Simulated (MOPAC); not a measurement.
# SiNHF3: geometry relaxation (part 3 of 3)

SiNHF3, multiplicity 2; PM6-D3H4, unrestricted, dispersion D3H4 (MOPAC 23.2.5). The atoms were displaced at random from an optimised geometry.

Geometry of the input (Å):
```
N  -0.9657  0.6116  0.7182
Si 0.1992  -0.0981  -0.3502
F  -0.0963  0.3891  -1.8289
F  0.1188  -1.6616  -0.3435
F  1.6275  0.3646  0.0264
H  -0.8795  0.3352  1.6934
```

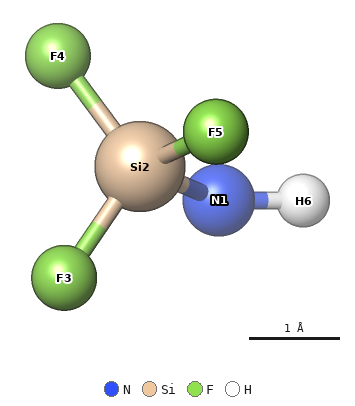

Fig. 1: The geometry at step 50 of the log (ball-and-stick view, seen at a tilt; atoms are numbered from 1 in the order of the input).

## Trajectory as extended XYZ, continued
```
6
Properties=species:S:1:pos:R:3:forces:R:3 step=35 energy=-10.65139
N    -0.9805    0.4989    0.7308   -0.0153   0.0005   0.0530
Si    0.1925   -0.1066   -0.3410   -0.0122   0.0023  -0.0119
F    -0.1037    0.4394   -1.7813    0.0125   0.0057   0.0016
F     0.1689   -1.6604   -0.3555    0.0061   0.0070   0.0045
F     1.6544    0.3160   -0.0269   -0.0020  -0.0100  -0.0028
H    -1.0906    0.7880    1.6750    0.0110  -0.0056  -0.0446
6
Properties=species:S:1:pos:R:3:forces:R:3 step=36 energy=-10.65161
N    -0.9811    0.4985    0.7317   -0.0114  -0.0138   0.0163
Si    0.1909   -0.1075   -0.3415   -0.0017   0.0220  -0.0155
F    -0.1023    0.4412   -1.7816    0.0070  -0.0011   0.0079
F     0.1708   -1.6610   -0.3547   -0.0020  -0.0019   0.0039
F     1.6525    0.3152   -0.0275    0.0020  -0.0096  -0.0003
H    -1.0864    0.7920    1.6738    0.0061   0.0044  -0.0123
6
Properties=species:S:1:pos:R:3:forces:R:3 step=37 energy=-10.65200
N    -0.9834    0.4954    0.7326   -0.0049  -0.0116  -0.0012
Si    0.1894   -0.1081   -0.3424    0.0112   0.0269  -0.0076
F    -0.1006    0.4437   -1.7816   -0.0022  -0.0038   0.0071
F     0.1725   -1.6615   -0.3535   -0.0077  -0.0092  -0.0012
F     1.6508    0.3144   -0.0278    0.0044  -0.0077   0.0023
H    -1.0771    0.8019    1.6716   -0.0008   0.0052   0.0006
6
Properties=species:S:1:pos:R:3:forces:R:3 step=38 energy=-10.65249
N    -0.9845    0.4933    0.7325   -0.0079  -0.0369   0.0093
Si    0.1898   -0.1078   -0.3425    0.0023   0.0444  -0.0223
F    -0.1012    0.4443   -1.7809    0.0024  -0.0035   0.0127
F     0.1727   -1.6615   -0.3535   -0.0067  -0.0131   0.0055
F     1.6514    0.3139   -0.0278    0.0079  -0.0088   0.0011
H    -1.0757    0.8082    1.6692    0.0019   0.0178  -0.0063
6
Properties=species:S:1:pos:R:3:forces:R:3 step=39 energy=-10.65270
N    -0.9856    0.4903    0.7330   -0.0010  -0.0154   0.0014
Si    0.1901   -0.1062   -0.3434    0.0006  -0.0168   0.0160
F    -0.1011    0.4447   -1.7809   -0.0026   0.0096  -0.0097
F     0.1720   -1.6612   -0.3521   -0.0027   0.0149  -0.0019
F     1.6524    0.3132   -0.0280    0.0039  -0.0032   0.0005
H    -1.0750    0.8109    1.6679    0.0016   0.0109  -0.0063
6
Properties=species:S:1:pos:R:3:forces:R:3 step=40 energy=-10.65294
N    -0.9856    0.4890    0.7332   -0.0075  -0.0247   0.0165
Si    0.1903   -0.1059   -0.3432   -0.0013  -0.0031  -0.0004
F    -0.1017    0.4448   -1.7806    0.0017   0.0088  -0.0012
F     0.1722   -1.6609   -0.3524   -0.0023   0.0074   0.0024
F     1.6530    0.3126   -0.0281    0.0047  -0.0029  -0.0007
H    -1.0773    0.8149    1.6663    0.0047   0.0146  -0.0165
6
Properties=species:S:1:pos:R:3:forces:R:3 step=41 energy=-10.65307
N    -0.9867    0.4864    0.7340    0.0049  -0.0194  -0.0151
Si    0.1901   -0.1049   -0.3442    0.0001  -0.0409   0.0407
F    -0.1010    0.4456   -1.7806   -0.0057   0.0181  -0.0205
F     0.1720   -1.6608   -0.3509   -0.0006   0.0249  -0.0056
F     1.6534    0.3119   -0.0288   -0.0011   0.0004  -0.0011
H    -1.0761    0.8178    1.6648    0.0025   0.0170   0.0016
6
Properties=species:S:1:pos:R:3:forces:R:3 step=42 energy=-10.65344
N    -0.9856    0.4831    0.7343   -0.0125   0.0005   0.0378
Si    0.1911   -0.1045   -0.3426   -0.0007  -0.0262  -0.0010
F    -0.1037    0.4454   -1.7792    0.0061   0.0172  -0.0021
F     0.1726   -1.6595   -0.3530    0.0023   0.0029   0.0022
F     1.6559    0.3101   -0.0290   -0.0047   0.0026  -0.0023
H    -1.0869    0.8311    1.6588    0.0095   0.0031  -0.0346
6
Properties=species:S:1:pos:R:3:forces:R:3 step=43 energy=-10.65396
N    -0.9852    0.4773    0.7365   -0.0301   0.0280   0.0740
Si    0.1906   -0.1044   -0.3416    0.0104  -0.0228  -0.0245
F    -0.1052    0.4474   -1.7771    0.0091   0.0164   0.0102
F     0.1752   -1.6594   -0.3548   -0.0006  -0.0102   0.0067
F     1.6571    0.3073   -0.0301   -0.0078   0.0072  -0.0011
H    -1.0961    0.8558    1.6487    0.0190  -0.0186  -0.0653
6
Properties=species:S:1:pos:R:3:forces:R:3 step=44 energy=-10.65430
N    -0.9863    0.4754    0.7378   -0.0200   0.0228   0.0290
Si    0.1894   -0.1053   -0.3422    0.0153  -0.0315  -0.0095
F    -0.1038    0.4490   -1.7767    0.0009   0.0169   0.0048
F     0.1765   -1.6606   -0.3547   -0.0028  -0.0059   0.0027
F     1.6552    0.3074   -0.0301   -0.0043   0.0074   0.0009
H    -1.0891    0.8646    1.6451    0.0109  -0.0096  -0.0280
6
Properties=species:S:1:pos:R:3:forces:R:3 step=45 energy=-10.65431
N    -0.9888    0.4786    0.7376    0.0156  -0.0618  -0.0763
Si    0.1877   -0.1087   -0.3436   -0.0013   0.0274   0.0081
F    -0.1005    0.4513   -1.7764   -0.0097   0.0018   0.0019
F     0.1775   -1.6647   -0.3544   -0.0097   0.0002   0.0047
F     1.6501    0.3110   -0.0291    0.0125  -0.0067   0.0035
H    -1.0671    0.8634    1.6462   -0.0073   0.0390   0.0581
6
Properties=species:S:1:pos:R:3:forces:R:3 step=46 energy=-10.65466
N    -0.9891    0.4743    0.7381    0.0073  -0.0103  -0.0332
Si    0.1884   -0.1083   -0.3432    0.0052  -0.0072   0.0144
F    -0.1020    0.4523   -1.7750   -0.0087   0.0084  -0.0051
F     0.1778   -1.6645   -0.3551   -0.0055   0.0035   0.0006
F     1.6517    0.3098   -0.0293    0.0051  -0.0029   0.0034
H    -1.0715    0.8772    1.6401   -0.0033   0.0085   0.0200
6
Properties=species:S:1:pos:R:3:forces:R:3 step=47 energy=-10.65480
N    -0.9881    0.4739    0.7370   -0.0061  -0.0061   0.0055
Si    0.1895   -0.1075   -0.3426    0.0010   0.0048  -0.0134
F    -0.1038    0.4520   -1.7747    0.0023   0.0049   0.0056
F     0.1770   -1.6634   -0.3547   -0.0018  -0.0065   0.0036
F     1.6539    0.3090   -0.0296    0.0017  -0.0020   0.0021
H    -1.0790    0.8753    1.6396    0.0029   0.0048  -0.0033
6
Properties=species:S:1:pos:R:3:forces:R:3 step=48 energy=-10.65500
N    -0.9884    0.4726    0.7369   -0.0072  -0.0158   0.0164
Si    0.1897   -0.1079   -0.3428   -0.0028   0.0229  -0.0238
F    -0.1043    0.4531   -1.7740    0.0054  -0.0005   0.0108
F     0.1773   -1.6640   -0.3546   -0.0011  -0.0103   0.0047
F     1.6540    0.3089   -0.0296    0.0022  -0.0045   0.0019
H    -1.0784    0.8804    1.6369    0.0035   0.0081  -0.0099
6
Properties=species:S:1:pos:R:3:forces:R:3 step=49 energy=-10.65519
N    -0.9889    0.4701    0.7372   -0.0085  -0.0084   0.0246
Si    0.1899   -0.1075   -0.3432   -0.0015   0.0163  -0.0216
F    -0.1046    0.4540   -1.7739    0.0053  -0.0001   0.0103
F     0.1771   -1.6639   -0.3538    0.0013  -0.0098   0.0015
F     1.6545    0.3084   -0.0296   -0.0002  -0.0037   0.0015
H    -1.0779    0.8851    1.6343    0.0037   0.0057  -0.0164
6
Properties=species:S:1:pos:R:3:forces:R:3 step=50 energy=-10.65566
N    -0.9942    0.4492    0.7424   -0.0064   0.0746   0.1165
Si    0.1893   -0.1057   -0.3475    0.0157  -0.0408   0.0267
F    -0.1048    0.4628   -1.7715   -0.0092   0.0014  -0.0097
F     0.1790   -1.6656   -0.3494    0.0113   0.0101  -0.0258
F     1.6552    0.3047   -0.0297   -0.0159   0.0022   0.0028
H    -1.0649    0.9384    1.6084    0.0045  -0.0475  -0.1106
6
Properties=species:S:1:pos:R:3:forces:R:3 step=51 energy=-10.65583
N    -0.9923    0.4552    0.7414    0.0076  -0.0103   0.0481
Si    0.1896   -0.1065   -0.3460   -0.0088   0.0170  -0.0075
F    -0.1058    0.4601   -1.7715    0.0013  -0.0062   0.0067
F     0.1791   -1.6655   -0.3521    0.0074  -0.0086  -0.0112
F     1.6547    0.3056   -0.0286   -0.0026  -0.0014   0.0008
H    -1.0682    0.9279    1.6119   -0.0049   0.0094  -0.0370
6
Properties=species:S:1:pos:R:3:forces:R:3 step=52 energy=-10.65629
N    -0.9901    0.4515    0.7440   -0.0051   0.0053  -0.0209
Si    0.1904   -0.1064   -0.3451   -0.0121  -0.0501   0.0132
F    -0.1108    0.4602   -1.7685    0.0090   0.0124  -0.0087
F     0.1821   -1.6661   -0.3571    0.0062   0.0085  -0.0058
F     1.6556    0.3030   -0.0257    0.0064   0.0093  -0.0080
H    -1.0756    0.9545    1.5935   -0.0044   0.0146   0.0303
6
Properties=species:S:1:pos:R:3:forces:R:3 step=53 energy=-10.65641
N    -0.9908    0.4532    0.7446    0.0017  -0.0006  -0.0009
Si    0.1890   -0.1077   -0.3446   -0.0023  -0.0128   0.0085
F    -0.1086    0.4611   -1.7682    0.0019   0.0026   0.0003
F     0.1835   -1.6673   -0.3574   -0.0012   0.0053  -0.0029
F     1.6544    0.3033   -0.0276   -0.0010   0.0035  -0.0023
H    -1.0760    0.9552    1.5962    0.0009   0.0020  -0.0027
6
Properties=species:S:1:pos:R:3:forces:R:3 step=54 energy=-10.65643
N    -0.9911    0.4532    0.7449    0.0018   0.0007   0.0013
Si    0.1887   -0.1085   -0.3442    0.0014  -0.0041   0.0049
F    -0.1083    0.4615   -1.7674   -0.0003   0.0013  -0.0006
F     0.1840   -1.6679   -0.3581   -0.0028   0.0016  -0.0012
F     1.6540    0.3035   -0.0280   -0.0008   0.0019  -0.0001
H    -1.0752    0.9589    1.5946    0.0007  -0.0013  -0.0043
6
Properties=species:S:1:pos:R:3:forces:R:3 step=55 energy=-10.65644
N    -0.9911    0.4531    0.7448    0.0014  -0.0019   0.0012
Si    0.1888   -0.1087   -0.3440    0.0017   0.0022  -0.0016
F    -0.1084    0.4615   -1.7670    0.0004   0.0001   0.0003
F     0.1840   -1.6681   -0.3585   -0.0025  -0.0016   0.0003
F     1.6540    0.3038   -0.0280   -0.0005   0.0005   0.0006
H    -1.0749    0.9602    1.5935   -0.0005   0.0007  -0.0009
6
Properties=species:S:1:pos:R:3:forces:R:3 step=56 energy=-10.65645
N    -0.9910    0.4528    0.7448    0.0011  -0.0012   0.0015
Si    0.1890   -0.1089   -0.3439   -0.0001   0.0038  -0.0038
F    -0.1087    0.4616   -1.7667    0.0014  -0.0005   0.0011
F     0.1839   -1.6682   -0.3587   -0.0014  -0.0023   0.0007
F     1.6541    0.3040   -0.0278   -0.0003  -0.0004   0.0005
H    -1.0749    0.9617    1.5924   -0.0006   0.0005   0.0001
6
Properties=species:S:1:pos:R:3:forces:R:3 step=57 energy=-10.65645
N    -0.9909    0.4526    0.7449    0.0013  -0.0021   0.0019
Si    0.1890   -0.1089   -0.3440   -0.0012   0.0047  -0.0039
F    -0.1087    0.4617   -1.7668    0.0017  -0.0010   0.0015
F     0.1838   -1.6683   -0.3586   -0.0011  -0.0021   0.0006
F     1.6541    0.3039   -0.0278    0.0000  -0.0006   0.0003
H    -1.0751    0.9620    1.5921   -0.0006   0.0010  -0.0004
6
Properties=species:S:1:pos:R:3:forces:R:3 step=58 energy=-10.65646
N    -0.9909    0.4523    0.7451    0.0006  -0.0008   0.0017
Si    0.1890   -0.1087   -0.3441   -0.0002   0.0020  -0.0018
F    -0.1087    0.4618   -1.7668    0.0012  -0.0004   0.0007
F     0.1838   -1.6682   -0.3586   -0.0008  -0.0011  -0.0001
F     1.6541    0.3039   -0.0278   -0.0002  -0.0005   0.0000
H    -1.0752    0.9626    1.5918   -0.0005   0.0008  -0.0004
6
Properties=species:S:1:pos:R:3:forces:R:3 step=59 energy=-10.65649
N    -0.9907    0.4510    0.7462   -0.0013   0.0039   0.0018
Si    0.1886   -0.1085   -0.3440    0.0062  -0.0053   0.0015
F    -0.1084    0.4618   -1.7665   -0.0025   0.0028  -0.0024
F     0.1841   -1.6682   -0.3591   -0.0011  -0.0003   0.0001
F     1.6540    0.3035   -0.0280   -0.0012   0.0003   0.0008
H    -1.0766    0.9673    1.5892   -0.0002  -0.0014  -0.0018
6
Properties=species:S:1:pos:R:3:forces:R:3 step=60 energy=-10.65649
N    -0.9906    0.4516    0.7457    0.0007  -0.0045   0.0023
Si    0.1889   -0.1086   -0.3441   -0.0006   0.0053  -0.0037
F    -0.1087    0.4618   -1.7666    0.0006  -0.0007   0.0019
F     0.1839   -1.6683   -0.3588   -0.0007  -0.0020   0.0006
F     1.6541    0.3037   -0.0279    0.0002  -0.0006   0.0004
H    -1.0764    0.9653    1.5902   -0.0001   0.0025  -0.0015
6
Properties=species:S:1:pos:R:3:forces:R:3 step=61 energy=-10.65649
N    -0.9905    0.4511    0.7460    0.0008  -0.0017  -0.0019
Si    0.1890   -0.1086   -0.3441   -0.0023  -0.0004   0.0011
F    -0.1088    0.4620   -1.7665    0.0004   0.0002   0.0008
F     0.1839   -1.6684   -0.3589    0.0001   0.0009  -0.0003
F     1.6542    0.3037   -0.0278    0.0008  -0.0004  -0.0001
H    -1.0768    0.9670    1.5889    0.0003   0.0014   0.0005
6
Properties=species:S:1:pos:R:3:forces:R:3 step=62 energy=-10.65649
N    -0.9906    0.4509    0.7461   -0.0010   0.0005   0.0013
Si    0.1888   -0.1087   -0.3440    0.0017   0.0000  -0.0008
F    -0.1087    0.4620   -1.7663   -0.0004   0.0007  -0.0003
F     0.1841   -1.6685   -0.3592   -0.0002  -0.0009   0.0000
F     1.6541    0.3037   -0.0279   -0.0002  -0.0006   0.0003
H    -1.0767    0.9683    1.5883    0.0001   0.0003  -0.0005
6
Properties=species:S:1:pos:R:3:forces:R:3 step=63 energy=-10.65650
N    -0.9906    0.4508    0.7461   -0.0005   0.0001   0.0006
Si    0.1889   -0.1088   -0.3440    0.0016   0.0007  -0.0012
F    -0.1088    0.4621   -1.7661   -0.0006   0.0004  -0.0001
F     0.1841   -1.6686   -0.3593   -0.0004  -0.0005   0.0003
F     1.6540    0.3037   -0.0278   -0.0001  -0.0008   0.0006
H    -1.0764    0.9692    1.5877    0.0000   0.0001  -0.0002
6
Properties=species:S:1:pos:R:3:forces:R:3 step=64 energy=-10.65650
N    -0.9906    0.4506    0.7461    0.0002  -0.0001  -0.0006
Si    0.1889   -0.1089   -0.3441   -0.0008   0.0012  -0.0001
F    -0.1090    0.4623   -1.7661    0.0001  -0.0004   0.0002
F     0.1841   -1.6687   -0.3593    0.0000   0.0004   0.0001
F     1.6540    0.3037   -0.0277    0.0005  -0.0011   0.0002
H    -1.0762    0.9701    1.5871    0.0000   0.0000   0.0003
```

## Summary

- outcome: converged
- total energy: −61.888232 hartree
- dispersion energy: −0.000313 hartree
- heat of formation: −245.74 kcal/mol
- basis functions: 26
- largest force: 0.001 eV/Å
- ⟨S²⟩: 0.761
- dipole moment: 2.39 D
- hardware: 1 thread of Intel Xeon @ 2.50GHz (Skylake/Cascade Lake), 16 GiB of memory available, shared host
- peak memory: 0.087 GiB

## Notes

MOPAC's energies along a path are heats of formation.
